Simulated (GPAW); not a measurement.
## STM contrast on VGe2P4 monolayer

Aim: Tersoff-Hamann images of VGe2P4 monolayer at several biases.

Method: GPAW, PAW setups; layer in a repeated cell with vacuum, relaxation of atoms and in-plane cell, in the first sound run; inputs show where later runs differ, in GPAW 26.7.0.

## (1) The structure

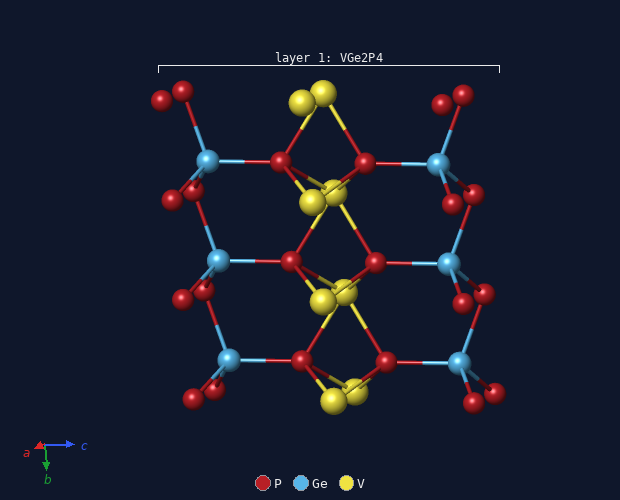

Start, viewed from the side, with the c axis across the page; phosphorus red, germanium blue, vanadium yellow. 1×3×1 cells are drawn. Bonds to atoms that aren't drawn are left out. Some periodic images of atoms are drawn too.

The cell holds 7 atoms: 4 P, 2 Ge and 1 V. Its edges and angles: a = 3.580 Å, b = 3.580 Å, c = 24.451 Å, α = 90.0°, β = 90.0°, γ = 120.0°. Vacuum lies along c.

## (2) Relaxing the atoms

Forces are removed first; all later runs use this geometry.

Input file run.py:

```python
import json
import numpy as np
from ase import Atoms
from ase.filters import FrechetCellFilter
from ase.optimize import BFGS
from gpaw import GPAW, PW

slab = Atoms(
    ['P', 'Ge', 'P', 'V', 'P', 'Ge', 'P'],
    positions=[
        [0.00000, 0.00000, 8.00000],
        [-0.00000, 2.06691, 8.75357],
        [-0.00000, 2.06691, 10.95357],
        [0.00000, 0.00000, 12.22565],
        [-0.00000, 2.06691, 13.49774],
        [-0.00000, 2.06691, 15.69774],
        [0.00000, 0.00000, 16.45130]],
    cell=[[3.58, 0.0, 0.0], [-1.79, 3.10037, 0.0], [0.0, 0.0, 24.4513]],
    pbc=[True, True, True],
    magmoms=[0.0, 0.0, 0.0, 1.0, 0.0, 0.0, 0.0])

slab.calc = GPAW(mode=PW(600), xc='PBE', kpts={'size': (9, 9, 1), 'gamma': True},
                 occupations={'name': 'fermi-dirac', 'width': 0.05}, nbands='200%',
                 convergence={'density': 1e-05}, maxiter=200,
                 symmetry={'tolerance': 1e-3}, txt='slab.txt')
result = {}
# The in-plane cell is free; stress needs a cell that repeats along all three vectors
path = []
opt = BFGS(FrechetCellFilter(slab, mask=[1, 1, 0, 0, 0, 1]), maxstep=0.2)
opt.attach(lambda: path.append((slab.get_potential_energy(), slab.positions.tolist(), slab.get_forces().tolist())))
result['relaxed'] = bool(opt.run(fmax=0.02, steps=45))
result['path'] = path
result['cell'] = slab.cell.tolist()
print('in-plane lattice', slab.cell.cellpar().round(4)[[0, 1, 5]])
energy = slab.get_potential_energy()
fermi = slab.calc.get_fermi_level()
v = slab.calc.get_electrostatic_potential().mean((0, 1)) - fermi
n = slab.calc.get_pseudo_density().mean((0, 1))
L = slab.cell[2, 2]
z = np.arange(len(v)) * L / len(v)
low, high = slab.positions[:, 2].min(), slab.positions[:, 2].max()
below, above = np.interp([low - 5.8, high + 5.8], z, v)
slopes = [np.interp(x, z, np.gradient(v, z)) for x in (low - 5.8, high + 5.8)]
eps = np.array([[slab.calc.get_eigenvalues(k, s) for k in range(len(slab.calc.get_ibz_k_points()))]
                for s in range(slab.calc.get_number_of_spins())]) - fermi
top, bottom = eps[eps < 0].max(), eps[eps > 0].min()
dipole = slab.get_dipole_moment()[2]
print(f'energy {energy:.4f} eV, Fermi level {fermi:.4f} eV, dipole {dipole:.5f} e A')
print(f'potential 5.8 A off the faces, from the Fermi level: lower {below:.4f} eV, upper {above:.4f} eV')
print(f'slope of the potential there: lower {slopes[0]:.5f}, upper {slopes[1]:.5f} eV/A')
print(f'nearest levels on the mesh: {top:.4f} and {bottom:.4f} eV')
print('magnetic moment', round(slab.get_magnetic_moment(), 3))
result.update(energy=energy, fermi=fermi, dipole=dipole, below=below, above=above, slopes=slopes, edges=[top, bottom],
              z=z.tolist(), v=v.tolist(), n=n.tolist(), positions=slab.positions.tolist(),
              forces=slab.get_forces(apply_constraint=False).tolist(), moments=slab.get_magnetic_moments().tolist())
json.dump(result, open('result.json', 'w'))
```

On the command line:

```
OMP_NUM_THREADS=1 OPENBLAS_NUM_THREADS=1 python run.py
```

Output:

```text
Step          Energy          fmax
BFGS:    0      -38.387308        3.423849
BFGS:    1      -38.803923        2.866663
BFGS:    2      -39.500317        1.366078
BFGS:    3      -39.552888        1.051478
BFGS:    4      -39.792182        0.765797
BFGS:    5      -39.891904        0.573391
BFGS:    6      -39.937023        0.355922
BFGS:    7      -39.950186        0.356047
BFGS:    8      -39.962887        0.359808
BFGS:    9      -39.971604        0.318305
BFGS:   10      -39.980574        0.316274
BFGS:   11      -39.991370        0.306998
BFGS:   12      -39.998549        0.159353
BFGS:   13      -40.000568        0.036100
BFGS:   14      -40.000816        0.003800
in-plane lattice [  3.5685   3.5685 120.    ]
energy -39.9964 eV, Fermi level 0.2905 eV, dipole 0.00168 e A
potential 5.8 A off the faces, from the Fermi level: lower 5.4324 eV, upper 5.4321 eV
slope of the potential there: lower 0.00001, upper 0.00015 eV/A
nearest levels on the mesh: -0.0721 and 0.0535 eV
magnetic moment 0.852
```

Elapsed: 64 min, on 1 thread of Arm Neoverse V2, shared host; peak memory 0.88 GiB.

This step gave:

- dipole along the normal: 0.001675 e·Å
- levels nearest the Fermi level on the mesh: -0.07212, 0.05345 eV from the Fermi level
- site moments: 0.001475, 0.005599, -0.03492, 0.7607, -0.03492, 0.005599, 0.001475 μB
- sum of the site moments: 0.7050 μB

The electrostatic potential energy of an electron (without an applied field's), less the Fermi level, planar mean oscillates, so the rows of the table below give means over windows of 1.75 Å about each position, cut where the curve ends. Its maxima inside the range that stand out by 2 % of the span (Å: eV): 7.9: -9.80, 9.8: 2.18, 11.5: -5.65, 12.9: -5.65, 14.7: 2.18, 16.5: -9.80. Its minima: 7.5: -13.4, 8.5: -14.4, 10.9: -11.9, 12.2: -11.4, 13.5: -11.9, 16.0: -14.4, 16.9: -13.4.

The electrostatic potential energy of an electron (without an applied field's), less the Fermi level, planar mean by z; means over each step:

```
z (Å)  electrostatic potential energy of an electron (without an applied field's), less the Fermi level, planar mean (eV)
 0.88                                                                                                                5.43
 2.62                                                                                                                5.43
 4.38                                                                                                                5.42
 6.12                                                                                                                3.25
 7.88                                                                                                               -11.5
 9.62                                                                                                               -1.50
11.38                                                                                                               -8.73
13.12                                                                                                               -8.55
14.88                                                                                                               -1.71
16.62                                                                                                               -11.3
18.38                                                                                                                3.51
20.12                                                                                                                5.42
21.88                                                                                                                5.43
23.62                                                                                                                5.43
```

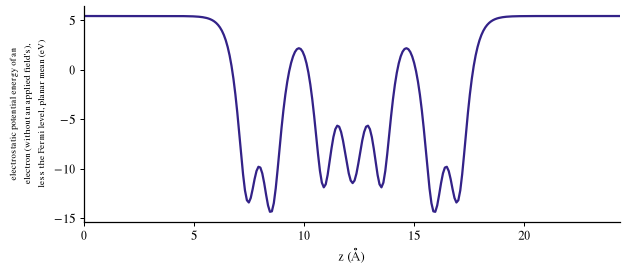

Electrostatic potential energy of an electron (without an applied field's), less the Fermi level, planar mean, plotted against z.

The pseudo valence density, planar mean oscillates, so the rows of the table below give means over windows of 2.5 Å about each position, cut where the curve ends. Its maxima inside the range that stand out by 2 % of the span (Å: e/Å³): 8.0: 0.442, 9.1: 0.227, 12.2: 1.40, 15.4: 0.227, 16.4: 0.442. Its minima: 8.6: 0.0669, 9.6: 0.129, 14.8: 0.129, 15.9: 0.0669.

Pseudo valence density, planar mean against z; means over each step:

```
z (Å)  pseudo valence density, planar mean (e/Å³)
  2.5                                      6.5e-6
  5.0                                     0.00882
  7.5                                       0.246
 10.0                                       0.210
 12.5                                       0.622
 15.0                                       0.182
 17.5                                       0.216
 20.0                                     0.00183
 22.5                                           0
```

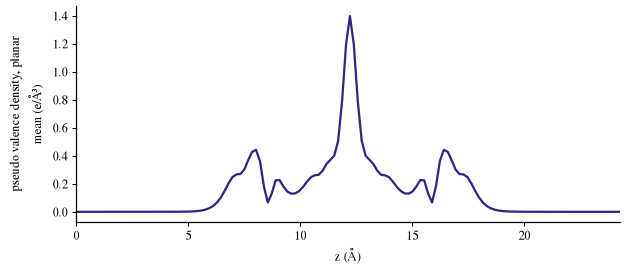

Pseudo valence density, planar mean against z.

Site moment by atom:

```
atom  site moment (μB)
  P1             0.001
 Ge2             0.006
  P3            -0.035
  V4             0.761
  P5            -0.035
 Ge6             0.006
  P7             0.001
```

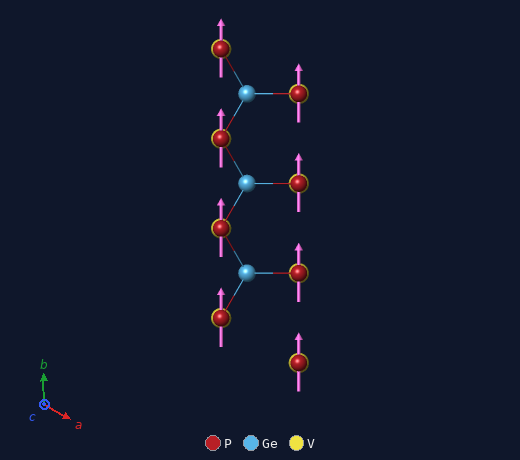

Site moment as arrows, the longest 0.761 μB. Up and down stand for the sign. Arrows give size and sign along the axis of quantisation, drawn up and down the page. Bonds to atoms that aren't drawn are left out. 1×3×1 cells are drawn. Some periodic images of atoms are drawn too.

The relaxation lowered the energy of the cell by 1.62 eV (energies extrapolated to zero smearing; the optimiser's log prints free energies). The largest force left on a free atom is 0.0038 eV/Å.

## (3) Plane waves, PBE

The work function is the vacuum plateau of the electrostatic potential less the Fermi level; a dipole layer lets the two faces have plateaus of their own.

This step: GPAW, PAW setups; slab in vacuum (GPAW 26.7.0).

The cell differs from the one that the last finished run ended in (c 24.451 → 25.564 Å).

Input file run.py:

```python
import json
import numpy as np
from ase import Atoms
from ase.dft.stm import STM
from gpaw import GPAW, PW

slab = Atoms(
    ['P', 'Ge', 'P', 'V', 'P', 'Ge', 'P'],
    positions=[
        [-0.00000, -0.00000, 8.00000],
        [-0.00000, 2.06028, 9.09746],
        [-0.00000, 2.06028, 11.46176],
        [0.00000, 0.00000, 12.78174],
        [-0.00000, 2.06028, 14.10173],
        [-0.00000, 2.06028, 16.46603],
        [-0.00000, 0.00000, 17.56349]],
    cell=[[3.56851, 0.0, 0.0], [-1.78425, 3.09042, 0.0], [0.0, 0.0, 25.5635]],
    pbc=[True, True, False],
    magmoms=[0.0, 0.0, 0.0, 1.0, 0.0, 0.0, 0.0])

slab.calc = GPAW(mode=PW(400), xc='PBE', kpts={'size': (9, 9, 1), 'gamma': True},
                 occupations={'name': 'fermi-dirac', 'width': 0.05}, nbands='200%',
                 convergence={'density': 1e-05}, maxiter=200,
                 poissonsolver={'dipolelayer': 'xy'},
                 symmetry={'tolerance': 1e-3}, txt='slab.txt')
result = {}
energy = slab.get_potential_energy()
fermi = slab.calc.get_fermi_level()
v = slab.calc.get_electrostatic_potential().mean((0, 1)) - fermi
n = slab.calc.get_pseudo_density().mean((0, 1))
L = slab.cell[2, 2]
z = np.arange(len(v)) * L / len(v)
low, high = slab.positions[:, 2].min(), slab.positions[:, 2].max()
below, above = np.interp([low - 5.8, high + 5.8], z, v)
slopes = [np.interp(x, z, np.gradient(v, z)) for x in (low - 5.8, high + 5.8)]
eps = np.array([[slab.calc.get_eigenvalues(k, s) for k in range(len(slab.calc.get_ibz_k_points()))]
                for s in range(slab.calc.get_number_of_spins())]) - fermi
top, bottom = eps[eps < 0].max(), eps[eps > 0].min()
dipole = slab.get_dipole_moment()[2]
print(f'energy {energy:.4f} eV, Fermi level {fermi:.4f} eV, dipole {dipole:.5f} e A')
print(f'potential 5.8 A off the faces, from the Fermi level: lower {below:.4f} eV, upper {above:.4f} eV')
print(f'slope of the potential there: lower {slopes[0]:.5f}, upper {slopes[1]:.5f} eV/A')
print(f'nearest levels on the mesh: {top:.4f} and {bottom:.4f} eV')
print('magnetic moment', round(slab.get_magnetic_moment(), 3))
result.update(energy=energy, fermi=fermi, dipole=dipole, below=below, above=above, slopes=slopes, edges=[top, bottom],
              z=z.tolist(), v=v.tolist(), n=n.tolist(), positions=slab.positions.tolist(),
              forces=slab.get_forces(apply_constraint=False).tolist(), moments=slab.get_magnetic_moments().tolist())

# Images need the states of the whole zone, up to time reversal
slab.calc = slab.calc.fixed_density(symmetry={'point_group': False}, txt='states.txt', nbands='320%',
                                    convergence={'bands': 'CBM+2.3'})
stm = STM(slab)
result['stm'] = []
for bias in [-1.5, 2.0]:
    height = high + 4.0
    current = stm.get_averaged_current(bias, height)
    x, y, h = stm.scan(bias, current)
    i, f = divmod(height / L * stm.ldos.shape[2], 1)
    I = abs((1 - f) * stm.ldos[:, :, int(i)] + f * stm.ldos[:, :, int(i) + 1])
    print(f'bias {bias} V: mean current at 4.0 A {current:.4e}, corrugation {np.ptp(h):.4f} A')
    result['stm'].append(dict(bias=bias, current=current, h=(h - high).tolist(), I=I.tolist()))
json.dump(result, open('result.json', 'w'))
```

Output:

```text
energy -39.9687 eV, Fermi level 0.0419 eV, dipole 0.00142 e A
potential 5.8 A off the faces, from the Fermi level: lower 5.4304 eV, upper 5.4340 eV
slope of the potential there: lower -0.00011, upper 0.00011 eV/A
nearest levels on the mesh: -0.0729 and 0.0542 eV
magnetic moment 0.851
bias -1.5 V: mean current at 4.0 A 1.0371e-05, corrugation 0.2264 A
bias 2.0 V: mean current at 4.0 A 1.3102e-05, corrugation 0.1270 A
```

It took 10 min on 1 thread; peak memory 0.9 GiB.

This step gave:

* dipole along the normal: 0.001416 e·Å
* levels nearest the Fermi level on the mesh: -0.07292, 0.05424 eV from the Fermi level
* upper work function: 5.434 eV
* lower work function: 5.430 eV
* site moments: 0.001476, 0.005596, -0.03486, 0.7592, -0.03486, 0.005596, 0.001476 μB
* corrugation -1.5: 0.2264 Å
* corrugation 2: 0.1270 Å
* sum of the site moments: 0.7036 μB

The electrostatic potential energy of an electron (without an applied field's), less the Fermi level, planar mean oscillates, so the rows of the table below give means over windows of 1.81 Å about each position, cut where the curve ends. Its maxima inside the range that stand out by 2 % of the span (Å: eV): 8.5: -9.78, 10.3: 2.18, 12.1: -5.67, 13.4: -5.67, 15.2: 2.18, 17.0: -9.78. Its minima: 8.1: -13.3, 9.1: -14.4, 11.5: -11.9, 12.8: -11.5, 14.1: -11.9, 16.5: -14.4, 17.5: -13.3.

The electrostatic potential energy of an electron (without an applied field's), less the Fermi level, planar mean by z; means over each step:

```
z (Å)  electrostatic potential energy of an electron (without an applied field's), less the Fermi level, planar mean (eV)
 0.91                                                                                                                5.43
 2.71                                                                                                                5.43
 4.52                                                                                                                5.43
 6.33                                                                                                                4.54
 8.14                                                                                                               -9.49
 9.95                                                                                                               -2.99
11.76                                                                                                               -7.95
13.57                                                                                                               -8.91
15.38                                                                                                               -1.75
17.20                                                                                                               -11.1
19.00                                                                                                                3.78
20.81                                                                                                                5.42
22.62                                                                                                                5.43
24.43                                                                                                                5.43
```

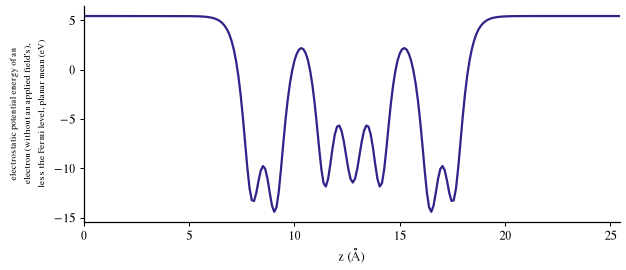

Electrostatic potential energy of an electron (without an applied field's), less the Fermi level, planar mean, plotted against z.

The pseudo valence density, planar mean oscillates, so the rows of the table below give means over windows of 1 Å about each position, cut where the curve ends. Its maxima inside the range that stand out by 2 % of the span (Å: e/Å³): 8.5: 0.444, 9.6: 0.235, 12.8: 1.40, 16.0: 0.235, 17.0: 0.444. Its minima: 9.2: 0.0685, 10.2: 0.128, 15.3: 0.128, 16.4: 0.0685.

The pseudo valence density, planar mean by z; means over each step:

```
z (Å)  pseudo valence density, planar mean (e/Å³)
    4                                      2.7e-5
    5                                      4.8e-4
    6                                     0.00904
    7                                       0.113
    8                                       0.316
    9                                       0.236
   10                                       0.164
   11                                       0.226
   12                                       0.467
   13                                       0.925
   14                                       0.310
   15                                       0.171
   16                                       0.169
   17                                       0.336
   18                                       0.229
   19                                      0.0423
   20                                     0.00254
   21                                      1.4e-4
```

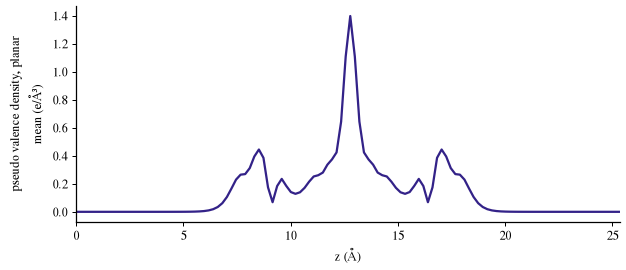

Pseudo valence density, planar mean, plotted against z.

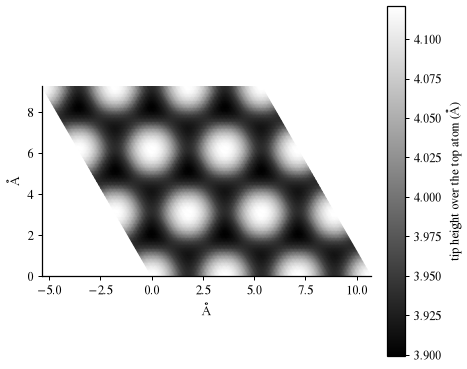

Tip height over the top atom over a1 and a2. Sample bias -1.5 V, constant current at the mean current 4.0 Å over the top atom. The cell is repeated, with its origin at the lower left corner.

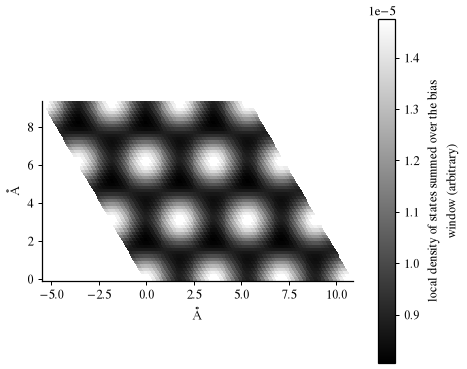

Local density of states summed over the bias window over a1 and a2. Sample bias -1.5 V, constant height 4.0 Å over the top atom. The cell is repeated, with its origin at the lower left corner.

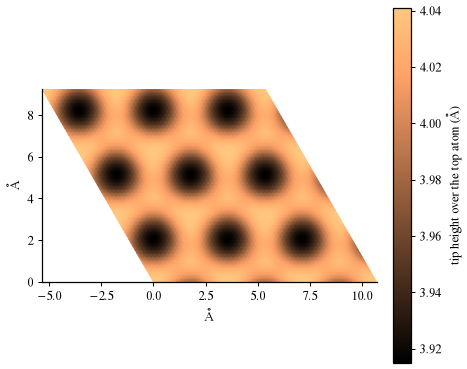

Tip height over the top atom over a1 and a2. Sample bias 2 V, constant current at the mean current 4.0 Å over the top atom. The cell is repeated, with its origin at the lower left corner.

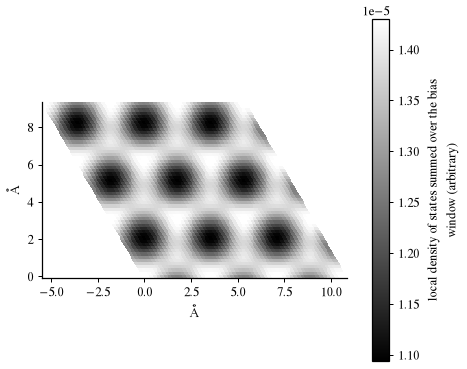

Local density of states summed over the bias window over a1 and a2. Sample bias 2 V, constant height 4.0 Å over the top atom. The cell is repeated, with its origin at the lower left corner.

The potential is flat to 1.1e-4 eV/Å where it is read, so the vacuum is wide enough.

## (4) Results

| Property | Result |
| --- | --- |
| work function, both faces | 5.43 eV |
| dipole along the normal | 0.0014 e Å, near the numerical noise |
| corrugation at -1.5 V | 0.226 Å |
| corrugation at 2 V | 0.127 Å |

The corrugation at constant current is largest at -1.5 V, where the tip height varies by 0.23 Å over the cell. Negative sample bias images filled states, positive bias empty ones. The images are of Tersoff-Hamann type: an s-wave tip, no tip-sample forces, heights closer than in a microscope. The small printed dipole stands for a step of -23 meV from the lower to the upper face, and the probes find 3.6 meV; values this small are near the numerical noise of both. One magnetic start was tried; another order may lie lower. The layer's cell and atoms come from the relaxation; spin-orbit coupling and temperature are left out.

[Logs are printed without paths, hosts, clocks, repeated set-up lines and the standing remarks that a program may print on its own settings, such as how far it seeks lower states.]

[Hosts, paths, dates, database ids (printed as entryN), source tags and the programs' standing remarks are cut or masked in the printed files.]
